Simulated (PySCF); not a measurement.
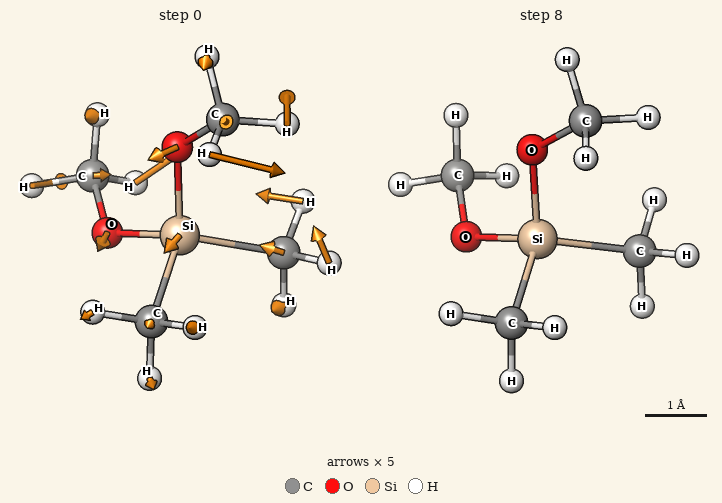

The structure of C4H12O2Si before (left) and after (right) a relaxation, at one scale. The orange arrows give the displacements, 5 times their true length.

Style: ball-and-stick. Shown from a free direction.

The start comes from GFN2-xTB.

Computed with PBE0-D3(BJ)/def2-SVP geometry optimisation, gas phase in PySCF. 

Describe what moved and what it gained.

The largest move after the best rigid fit is that of an H atom, 0.27 Å. By element the largest moves are H 0.27 Å, O 0.12 Å, C 0.09 Å, Si 0.09 Å. Near-neighbour distances that change, for instance: C–Si 1.911 → 1.871 Å, C–Si 1.896 → 1.860 Å, O–Si 1.623 → 1.658 Å, O–Si 1.639 → 1.671 Å. Bond angles that change, for instance: Si–O–C 128.7° → 124.5°, C–Si–O 103.9° → 106.6°, C–O–Si 128.7° → 126.1°. After 8 geometry steps the energy has fallen by 12.6 kJ/mol. Largest force component: 1.2 eV/Å at the start, 0.017 eV/Å at the end.
